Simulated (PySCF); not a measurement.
System: BeH (charge +1).

```xyz
2

Be    0.0000    0.0000   -0.1330
H     0.0000    0.0000    1.1890
```

Method: PBE0/def2-SVPD, non-relativistic Hamiltonian with scalar-relativistic core potentials where named, at a bond length of 1.322 Å (PySCF 2.14.0).

**What can the converged electron density and electron localisation function tell about the bonding?**

Be–H (1.32 Å): the density is about 0.72 e/Å³ at the midpoint; the ELF climbs to about 1 towards the hydrogen.

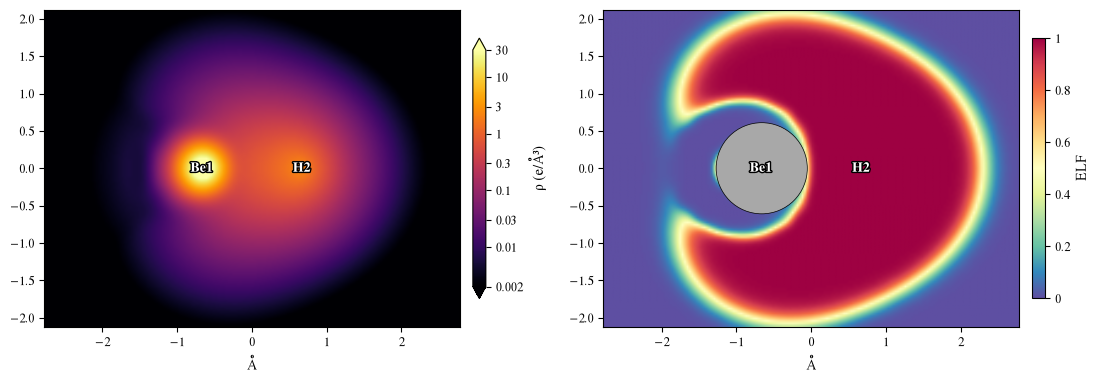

Computed electron density and electron localisation function on a plane that holds the molecular axis, in this order. Grey discs cover the atomic cores in the ELF map. 
